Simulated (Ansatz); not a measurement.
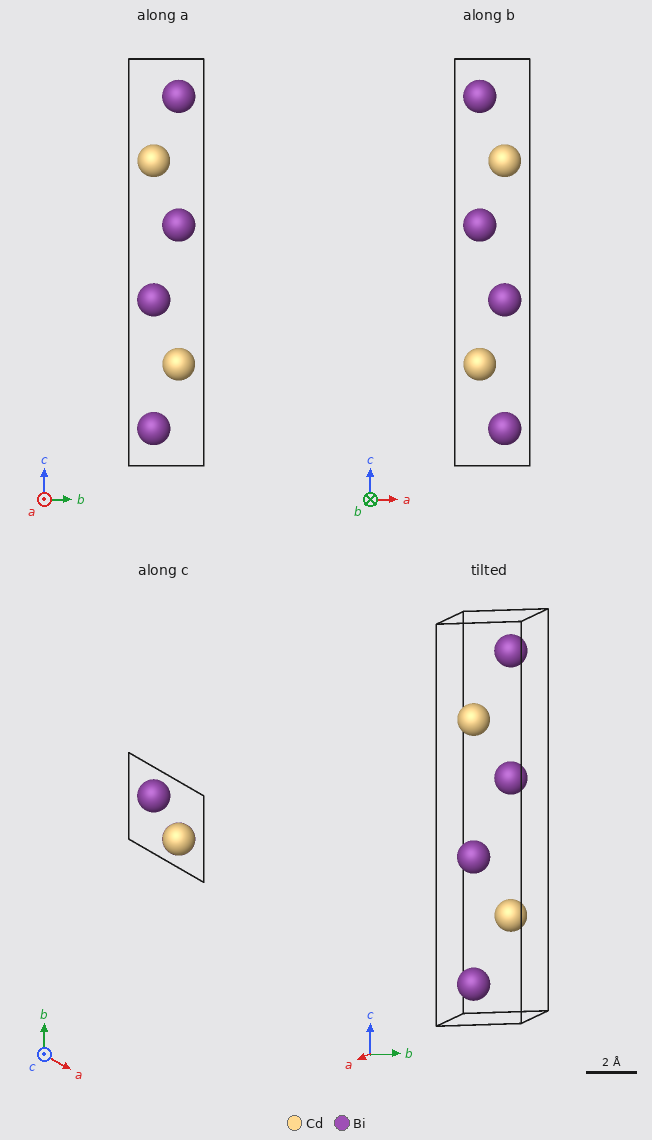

The figure gives a spheres-only picture of the atoms, viewed along the a axis, along the b axis, along the c axis and slightly off an axis. The conventional unit cell is outlined; an atom on or near a face, edge or corner is repeated at each equivalent position.

Lattice parameters: a = 3.510 Å, b = 3.510 Å, c = 16.516 Å, α = 90.00°, β = 90.00°, γ = 120.00°.

### From the views, write a table of Wyckoff sites, with free fractional coordinates to two decimals.

Space group P6_3/mmc (No. 194).
```
atom  site       x       y     z
  Cd    2c  0.3333  0.6667  0.25
  Bi    4f  0.3333  0.6667  0.59
```

Origin of the cell: a structure type filled with these elements by a generator (whether the compound takes this form wasn't checked). Relaxation method: DFT PBE, scalar-relativistic, plane waves, PAW (Ansatz).
